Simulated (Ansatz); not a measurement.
**Al2Cl2H4O: density, localisation and related maps**

```tsv
atom	x (Å)	y (Å)	z (Å)
Al	0.0273	-0.1391	0.2639
H	-0.7516	0.9001	1.1445
Cl	1.9654	0.2969	-0.4534
Cl	-1.3131	-0.9623	-1.4111
O	0.0334	-1.8749	0.9058
Al	-1.0194	-2.9491	-0.2129
H	-0.0953	-3.9470	-1.0202
H	-2.4038	-3.3112	0.4557
H	0.7859	-2.2232	1.3985
```

Method: Ansatz, RKS PBE0/def2-SVP.

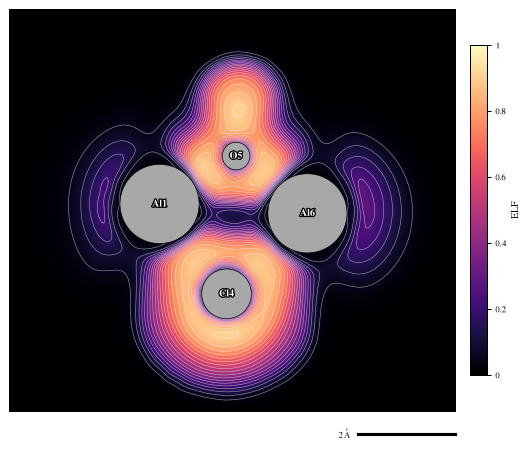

Figure 1. Electron localisation function on the plane of atoms Al1, O5 and Al6. Grey discs cover the atomic cores.

Question: What does the map show?

Answer: The section cuts through Al, Cl and O sites.
Al–O (1.85 Å): the ELF peaks at about 0.90 in the valence shell of O, 0.7 Å from its nucleus, and is about 0.50 at the midpoint.
Al–Cl (2.30 Å): the ELF peaks at about 0.90 in the valence shell of Cl, 0.9 Å from its nucleus, and is about 0.80 at the midpoint.
Al–Cl (2.34 Å): the ELF peaks at about 0.90 in the valence shell of Cl, 0.9 Å from its nucleus, and is about 0.80 at the midpoint.
The ELF also peaks beside Cl4, away from the bonds: lone-pair regions.

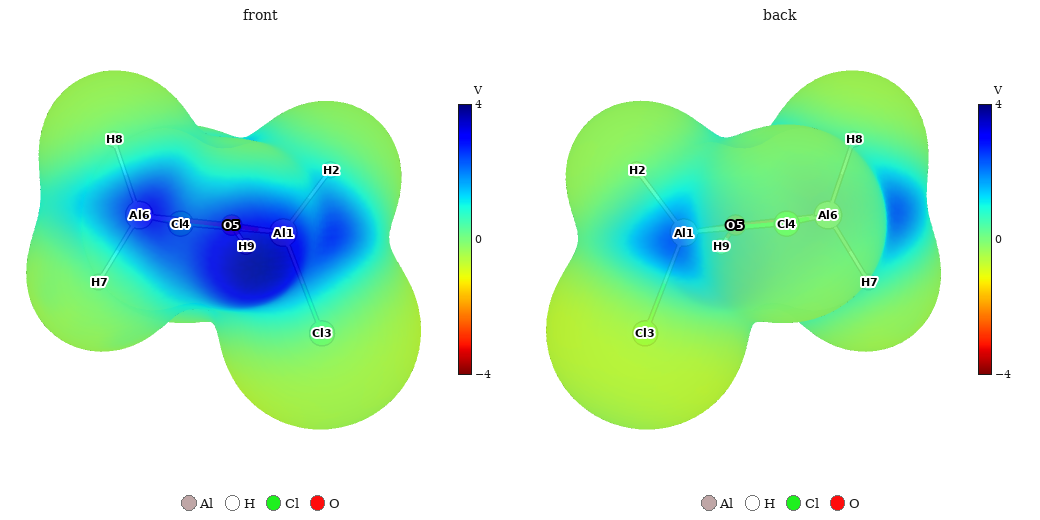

Figure 2. The electrostatic potential painted on the density surface at 0.002 e/bohr³, seen from the front and from behind; red is negative and blue positive.

Question: Which sites attract a positive test charge, and which a negative one?

Answer: A positive charge is drawn to the negative regions and a negative charge to the positive ones. The most negative region (about −0.7 V) lies over Cl3, the most positive (about +3.6 V) over H9.

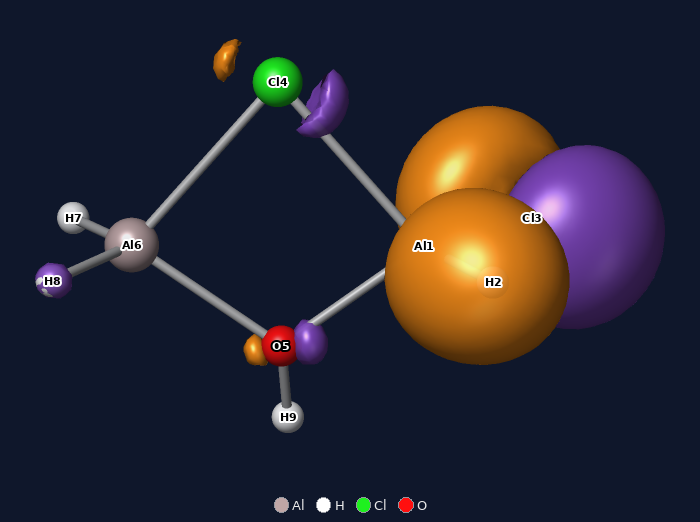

Figure 3. The HOMO−1 at ±0.15 Å⁻³ᐟ² (orange and purple are the two phases), seen from one side.

Question: What is the character of this orbital?

Answer: Its weight (Hirshfeld) is mainly on Cl3 (about 60 %), H2 (about 20 %) and Al1 (about 15 %). Its energy is −8.78 eV.

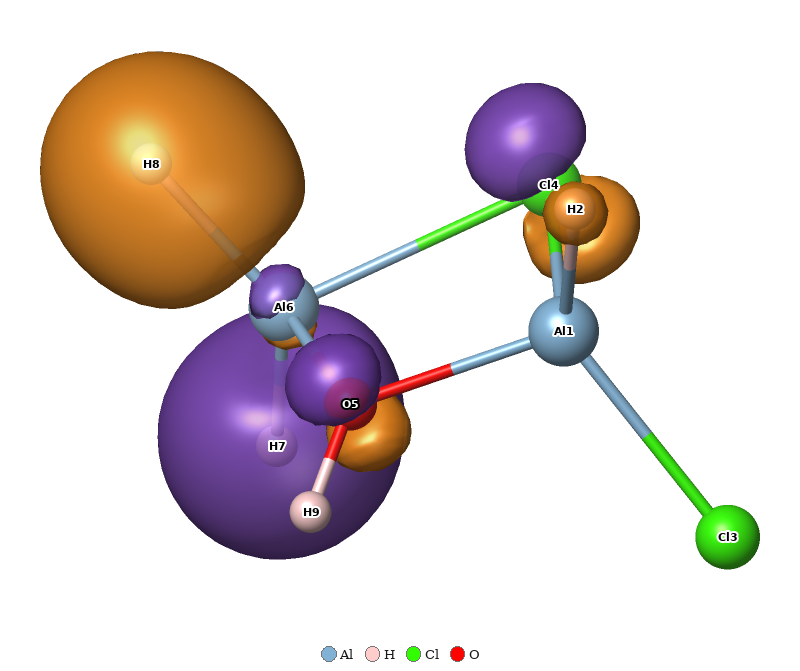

Figure 4. The HOMO at ±0.15 Å⁻³ᐟ² (orange and purple are the two phases), seen at an oblique angle.

Question: Describe this orbital and give its energy.

Answer: Its weight (Hirshfeld) is mainly on Al6 (about 30 %), H7 (about 25 %), H8 (about 25 %) and Cl4 (about 5 %). Its energy is −8.46 eV.
